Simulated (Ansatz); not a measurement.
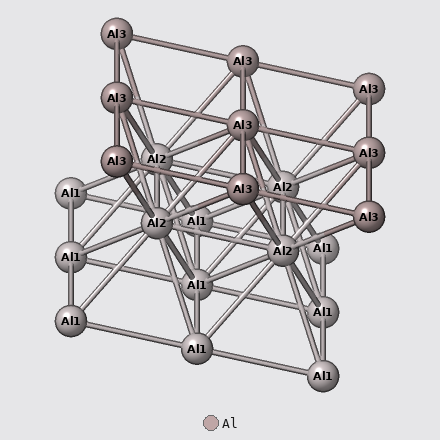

The system is C on an Al(100) slab cut from the Fm-3m phase, its upper half relaxed before the scan (3 atoms of substrate and one adsorbate in a 1 × 1 cell); the picture shows it without the atoms that are moved over the map. C is moved over the surface cell; relaxed at each place: the height of the adsorbate's atoms; substrate rigid; the origin of the map has the adsorbate above Al3. Places are given modulo a cell vector. The map is drawn in real space over the plane of the surface. Grid: 6 × 6 points; 10 points were computed and 26 follow by symmetry. Energies are in eV, from the lowest grid point. At some places the adsorbate sinks to or below the level of the top layer. With one adsorbate in each 1 × 1 cell, its nearest image is 2.8 Å away, so neighbouring adsorbates interact. All numbers below come from Ansatz, DFT r2SCAN, scalar-relativistic, plane waves, PAW. Settings: cutoff 500 eV, k-mesh 9×9×1, gaussian smearing 0.1 eV, no spin polarisation.

Range: position of C4 along the first surface vector from 0.000 to 0.833; position of C4 along the second surface vector from 0.000 to 0.833.

Question: Predict the map.

Answer: The lowest grid point is at a place at or below the level of the top layer, (3/6, 3/6) of the cell vectors. The highest grid point, the top site over a surface Al atom, (0/6, 0/6) of the cell vectors, lies 4.58 eV above the lowest. At the lowest point the adsorbate has 5 Al at 1.99 Å as nearest neighbours, at the highest 1 Al at 1.95 Å. Its relaxed height above the top atom is −0.07 Å at the lowest and 1.95 Å at the highest point.

| second ↓, first → | 0/6 | 1/6 | 2/6 | 3/6 | 4/6 | 5/6 |
| --- | --- | --- | --- | --- | --- | --- |
| 5/6 | 4.46 | 4.34 | 3.94 | 3.37 | 3.94 | 4.34 |
| 4/6 | 4.05 | 3.94 | 3.48 | 1.58 | 3.48 | 3.94 |
| 3/6 | 3.52 | 3.37 | 1.58 | 0.00 | 1.58 | 3.37 |
| 2/6 | 4.05 | 3.94 | 3.48 | 1.58 | 3.48 | 3.94 |
| 1/6 | 4.46 | 4.34 | 3.94 | 3.37 | 3.94 | 4.34 |
| 0/6 | 4.58 | 4.46 | 4.05 | 3.52 | 4.05 | 4.46 |

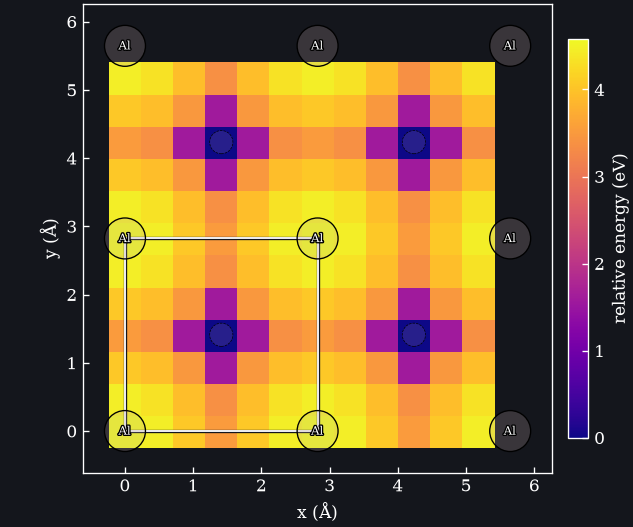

In the figure: one coloured cell a grid point, labelled circles for the atoms of the top layer and small ones for the second layer, the outline of one cell of the 2 × 2 shown.

Time for the 10 points that were run: 10 min on 1 thread of Arm Neoverse V2 (shared host).
